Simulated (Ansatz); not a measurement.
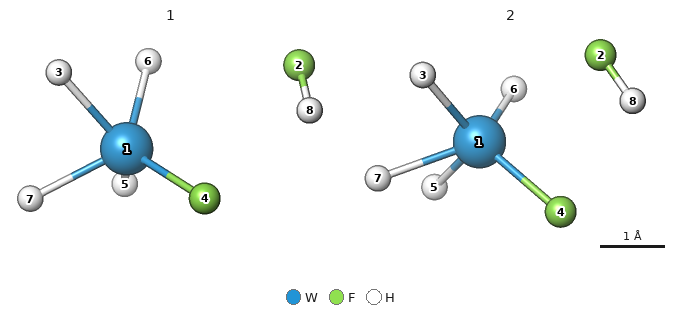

Two geometries of WH5F2 (multiplicity 2), drawn at one scale. One is the start of a relaxation, the other its converged end. Style: ball-and-stick. Shown from a free direction.

Computed with UKS PBE/def2-mTZVP in Ansatz 0.2.0. Settings: collinear spin; force threshold 0.03 eV/Å; at most 50 steps.

> Which geometry has the lower energy?

Structure 2 is the relaxed one. The run prepares an end point of a later path (reaction) calculation, from a guessed geometry. After 11 accepted moves (13 points after the start) the energy has fallen by 0.103 eV. The largest force component goes from 0.44 to 0.03 eV/Å. The line search rejected the trial steps at points 2, 11 of the run. The forces were under the threshold at step 4, but the run went on from there. H6 moves most after the best rigid fit: 0.82 Å. By element the largest moves are H 0.82 Å, F 0.74 Å, W 0.26 Å. Near-neighbour distances that change, for instance: W1–F2 3.048 → 2.543 Å, W1–H8 3.124 → 2.837 Å, F2–H8 0.935 → 0.949 Å, W1–F4 1.877 → 1.886 Å. Among the angles between lasting bonds that change: H3–W1–H6 75.5° → 110.7°, H5–W1–H7 77.0° → 62.0°, F4–W1–H6 123.8° → 116.0°. Cost: 20 s on 4 threads of Arm Neoverse V1, with other jobs on the host, peak memory 0.19 GiB.
